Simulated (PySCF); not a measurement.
# C₃H₈O₂Si: what the fields show

Input file:

```
{"job": {"kind": "nmr", "xc": "PBE0", "basis": "pcSseg-1"}, "charge": 0, "multiplicity": 1}
C      2.250004     0.046223     0.535268
O      1.005544    -0.584224     0.381033
Si    -0.389156    -0.032404    -0.217594
C     -1.651836    -1.362296     0.239173
C     -0.872637     1.651732     0.586690
O     -0.083426     2.346068     1.182038
H      2.757889     0.119636    -0.428672
H      2.129487     1.045773     0.953142
H      2.849100    -0.563194     1.212446
H     -0.330163     0.245073    -1.661322
H     -1.638598    -1.589973     1.300943
H     -2.655159    -1.043694    -0.022775
H     -1.448124    -2.283486    -0.295766
H     -1.923603     2.004292     0.493253
```

Command:

```sh
OMP_NUM_THREADS=1 python probes_run.py task.json out
```

Geometry: GFN2-xTB.

Computed with PBE0/pcSseg-1, SCF density, gas phase, non-relativistic (PySCF).

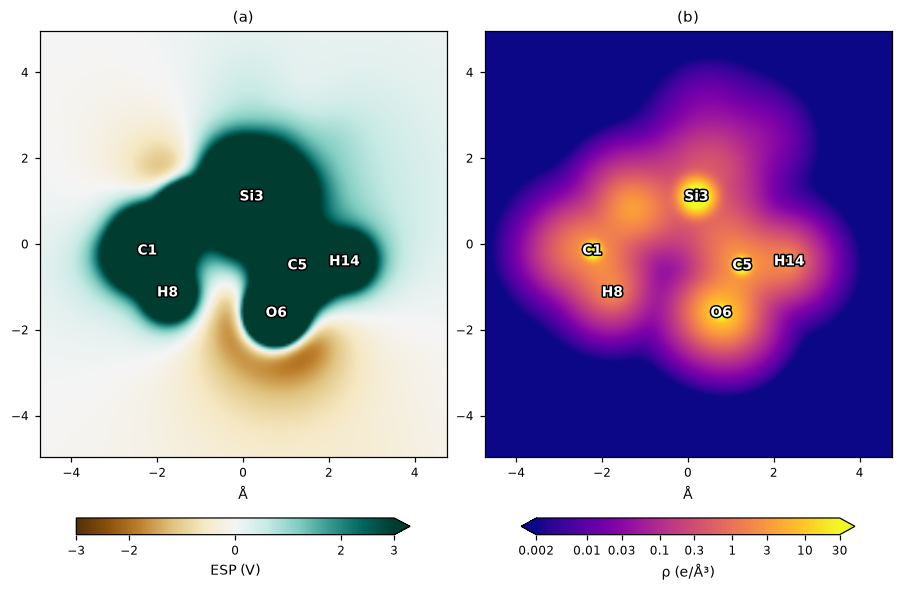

Figure 1. (a) electrostatic potential; (b) total electron density on the plane of atoms Si3, C5 and O6.

### Interpret the plot.

Atoms in the plane: C, Si, O and H.
C–O (1.21 Å): ρ is about 3.3 e/Å³ halfway.
C–H (1.09 Å): ρ is about 2.1 e/Å³ halfway.
Outside the dense part of the molecule the potential is most negative (−1.9 V) near O6.

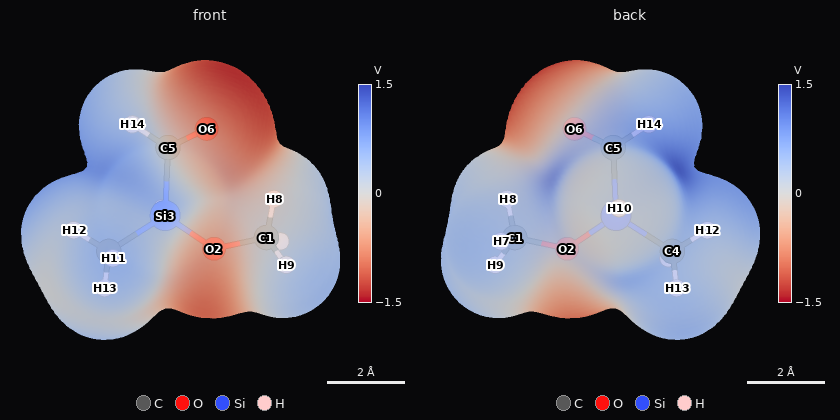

Figure 2. The electrostatic potential painted on the density surface at 0.001 e/bohr³, seen from the front and from behind; red is negative and blue positive.

### Which sites attract a positive test charge, and which a negative one?

A positive charge is drawn to the negative regions and a negative charge to the positive ones. The most negative region (about −1.4 V) lies over O6, the most positive (about +1.3 V) over Si3. O6 is the likeliest acceptor of a hydrogen bond.

### What dipole moment does the calculation give?

Its dipole moment is 1.68 D.
